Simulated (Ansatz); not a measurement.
**BH2Cl (SMILES BCl) at RPA@PBE0/def2-TZVP**

What is the electronic atomisation energy of BH2Cl at RPA@PBE0/def2-TZVP? 

Program for the calculation: Ansatz 0.2.0.

44 further runs of the same task are left out: 44 set aside as unsound or not needed.

## Step 1: The structure to begin with

BH2Cl: 4 atoms, total charge 0, spin state singlet. As SMILES, `BCl`. The coordinates come from a PBE0-D4/def2-TZVP relaxation.

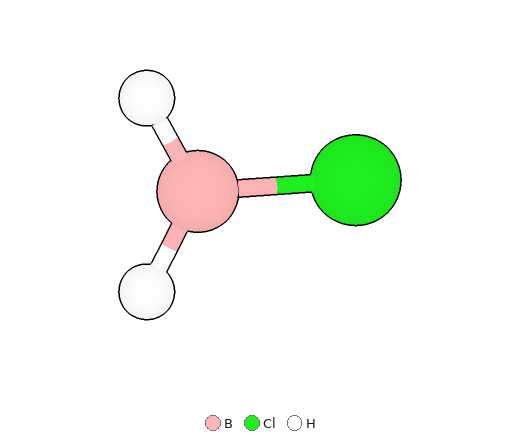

Viewed from a chosen angle; boron pink, chlorine green, hydrogen white.

## Step 2: The energy at RPA@PBE0/def2-TZVP

The input, molecule.yaml:

```yaml
basis:
  gaussian: {orbitals: def2-TZVP}
crystal:
  periodic: [false, false, false]
  atoms:
    - {symbol: B, position_ang: [-0.116700, 0.021700, -0.075300]}
    - {symbol: Cl, position_ang: [1.365000, -0.395300, 0.721200]}
    - {symbol: H, position_ang: [-1.106200, -0.559500, 0.240400]}
    - {symbol: H, position_ang: [-0.086600, 0.872800, -0.906600]}
hamiltonian: {xc: pbe0}
correlation: {method: rpa, frozen_orbitals: {B: 1, Cl: 5, H: 0}}
accuracy: high
```

Started as:

```bash
$ ansatz run molecule.yaml --threads 1 --pin off --max-ram 3480MiB --events-out events.jsonl --progress --plain --runs-dir runs
```

Standard output:

```text
Warning: RAYON_NUM_THREADS=1 ignored (pool sized by the plan → 1); use --threads N
Functional definition: PBE0
  name "PBE0"
  parameter a = 0.25
  parameter kappa = 0.804
  parameter beta = 0.06672455060314922
  exchange = (1 - a)*pbe_x(kappa = kappa, mu = beta*pi^2/3) + a*exact_x
  correlation = pbe_c(beta = beta)
1294 factors; integrals over basis functions are off by at most 4.0e-9 eV
mean field evaluation 1: about -13226.5163 eV, gradient 1.6e1 eV
mean field evaluation 2: about -13226.5149 eV, gradient 1.6e1 eV
mean field evaluation 4: about -13227.3023 eV, gradient 2.8e0 eV
mean field evaluation 8: about -13227.3173 eV, gradient 2.6e-2 eV
mean field evaluation 16: about -13227.3173 eV, gradient 2.2e-7 eV
mean field -13227.31732980 eV, -486.0949460725 hartree, gradient 7.5e-8 eV, S^2 0.000000; 0 other end points of the search recorded, 0 dependent functions left out
6 core orbitals not correlated: weight in the atoms' cores, before any rotation towards them, 1.000 or more for the frozen orbitals, at most 0.000 for the correlated occupied ones
reference -13207.83345329 eV, -485.3789268174 hartree; 6, 6 occupied and 68, 68 virtual orbitals, 1294 factors
Total energy: -13220.27098722 eV, -485.8359977587 hartree
```

Run time: 3.9 s. Hardware: 1 thread of Arm Neoverse V2, shared host; peak memory 0.2 GiB.

## Step 3: The B atom, same level

The input, run.yaml:

```yaml
crystal:
  periodic: [false, false, false]
  atoms:
    - symbol: B
      position_ang: [0.000000, 0.000000, 0.000000]
basis:
  gaussian:
    orbitals: def2-TZVP
magnetization:
  spin_polarized: true
  initial_magnetization: 1
hamiltonian:
  xc: {name: PBE0}
correlation:
  method: rpa
  frozen_orbitals: {B: 1}
accuracy: high
```

Started as:

```bash
$ ansatz run run.yaml --threads 1 --pin off --max-ram 3480MiB --events-out events.jsonl --progress --plain --runs-dir runs
```

Standard output, shortened:

```text
Warning: RAYON_NUM_THREADS=1 ignored (pool sized by the plan → 1); use --threads N
[... 7 set-up lines as earlier in the session ...]
312 factors; integrals over basis functions are off by at most 3.0e-9 eV
mean field evaluation 1: about -669.8231 eV, gradient 2.9e0 eV
mean field evaluation 2: about -669.8228 eV, gradient 2.9e0 eV
mean field evaluation 4: about -669.8972 eV, gradient 1.9e-1 eV
mean field evaluation 8: about -669.8975 eV, gradient 2.5e-4 eV
mean field -669.89746593 eV, -24.6182778002 hartree, gradient 6.2e-8 eV, S^2 0.754176; 0 other end points of the search recorded, 0 dependent functions left out
1 core orbitals not correlated: weight in the atoms' cores, before any rotation towards them, 1.000 or more for the frozen orbitals, at most 0.000 for the correlated occupied ones
reference -667.51053192 eV, -24.5305595932 hartree; 2, 1 occupied and 28, 29 virtual orbitals, 312 factors
Total energy: -670.34541058 eV, -24.6347394624 hartree
```

Run time: 0.46 s. Hardware: 1 thread of Arm Neoverse V2, shared host.

## Step 4: The Cl atom

The input, in.yaml:

```yaml
crystal:
  periodic: [false, false, false]
  atoms:
    - {symbol: Cl, position_ang: [0.000000, 0.000000, 0.000000]}
basis:
  gaussian:
    orbitals: def2-TZVP
magnetization:
  spin_polarized: true
  initial_magnetization: 1
hamiltonian:
  xc: {name: PBE0}
correlation:
  method: rpa
  frozen_orbitals: {Cl: 5}
accuracy: high
```

Run the same way, it converges to -459.72626 Eh (log not shown).

## Step 5: The H atom, same level

The input, job.yaml:

```yaml
crystal:
  periodic: [false, false, false]
  atoms:
    - {symbol: H, position_ang: [0.000000, 0.000000, 0.000000]}
basis:
  gaussian:
    orbitals: def2-TZVP
magnetization:
  spin_polarized: true
  initial_magnetization: 1
hamiltonian:
  xc: {name: PBE0}
correlation:
  method: rpa
  frozen_orbitals: {H: 0}
accuracy: high
```

Run the same way, it converges to -0.51228 Eh (log not shown).

## Step 6: Results

Level: RPA@PBE0/def2-TZVP, 6 core orbitals frozen.

```
                                  quantity          value
                    molecule: total energy  -485.83600 Eh
molecule: RPA correlation energy (valence)     -457.1 mEh
                      B atom: total energy   -24.63474 Eh
  B atom: RPA correlation energy (valence)     -104.2 mEh
 B atom: ⟨S²⟩ of the reference determinant          0.754
                     Cl atom: total energy  -459.72626 Eh
 Cl atom: RPA correlation energy (valence)     -254.7 mEh
Cl atom: ⟨S²⟩ of the reference determinant          0.754
                      H atom: total energy    -0.51228 Eh
            H atom: RPA correlation energy      -12.7 mEh
 H atom: ⟨S²⟩ of the reference determinant          0.750
             electronic atomisation energy      12.257 eV
```

Taking the molecule apart into free atoms costs 12.26 eV (1183 kJ/mol), before zero-point energy and without spin-orbit coupling.
